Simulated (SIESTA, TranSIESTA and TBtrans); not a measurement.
Junction: Fe chain bridged by a linear C6 unit along the axis. Leads: straight Fe chain, spacing 2.25 Å. Geometry: 8 atoms about the centre moved by SIESTA (PBE, DZP) to a largest force of 0.03 eV/Å, all others as built, motion along the axis alone. Transport runs along z; the first 6 and the last 6 of the 26 atoms are the lead cells, repeated to infinity.

```xyz
26
Lattice="9.000 0.000 0.000 0.000 9.000 0.000 0.000 0.000 52.700" Properties=species:S:1:pos:R:3 pbc="F F T"
Fe     4.500     4.500     0.000
Fe     4.500     4.500     2.250
Fe     4.500     4.500     4.500
Fe     4.500     4.500     6.750
Fe     4.500     4.500     9.000
Fe     4.500     4.500    11.250
Fe     4.500     4.500    13.500
Fe     4.500     4.500    15.750
Fe     4.500     4.500    18.000
Fe     4.500     4.500    20.138
C      4.500     4.500    21.970
C      4.500     4.500    23.245
C      4.500     4.500    24.591
C      4.500     4.500    25.859
C      4.500     4.500    27.205
C      4.500     4.500    28.480
Fe     4.500     4.500    30.313
Fe     4.500     4.500    32.450
Fe     4.500     4.500    34.700
Fe     4.500     4.500    36.950
Fe     4.500     4.500    39.200
Fe     4.500     4.500    41.450
Fe     4.500     4.500    43.700
Fe     4.500     4.500    45.950
Fe     4.500     4.500    48.200
Fe     4.500     4.500    50.450
```
Starting moments (μB): atom 7 +3.2, atom 8 +3.2, atom 9 +3.2, atom 10 +3.2, atom 17 +3.2, atom 18 +3.2, atom 19 +3.2, atom 20 +3.2; lead atoms +3.2 (left) and +3.2 (right).

TranSIESTA and TBtrans, PBE, DZP numerical orbitals (energy shift 0.15 eV), PseudoDojo norm-conserving scalar-relativistic potentials, mesh cutoff 200 Ry, 300 K, spin-polarised (collinear), no spin-orbit coupling; self-consistent non-equilibrium Green functions.

Energies count from the leads' Fermi level. Transmissions are for each spin. The energy step is 0.01 eV; narrower resonances are cut or missed.

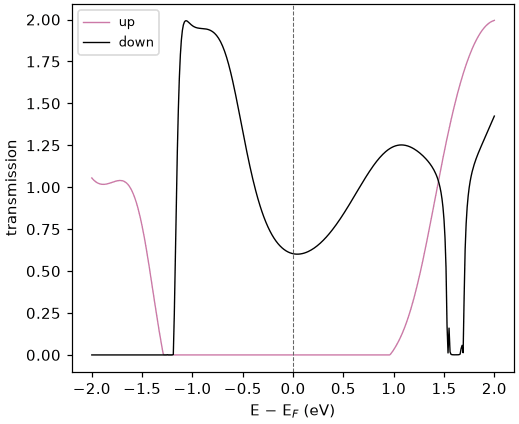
Figure: Transmission against energy

```
E (eV)     T up   T down  lead channels up       down
------  -------  -------  ----------------  ---------
-2.00      1.06   1.9e-5                 4          1
-1.80      1.03   1.6e-5                 4          1
-1.60      0.98   1.4e-5                 4          1
-1.40      0.41   1.2e-5                 4          1
-1.20   0.00013  0.00013                 1          1
-1.00    6.3e-5     1.96                 1          3
-0.80    4.4e-5     1.93                 1          4
-0.60    3.5e-5     1.63                 1          4
-0.40    3.0e-5     1.05                 1          4
-0.20    2.6e-5     0.71                 1          4
0.00     2.4e-5     0.60                 1          4
0.20     2.1e-5     0.63                 1          4
0.40     2.0e-5     0.75                 1  band edge
0.60     1.9e-5     0.94                 1  band edge
0.80     1.7e-5     1.13                 1          4
1.00      0.031     1.24                 3          4
1.20       0.34     1.23                 3          4
1.40       0.90     1.10                 3          4
1.60       1.48  0.00073                 3          2
1.80       1.85     1.14                 3          3
2.00       1.99     1.42                 3          3
```

The magnetic order of the leads was set by the start, and no other order was tried; the separate lead runs end at 3.39 (left) and 3.39 (right) μB an atom. The straight chain is held at its spacing; free chains may zigzag or dimerise.
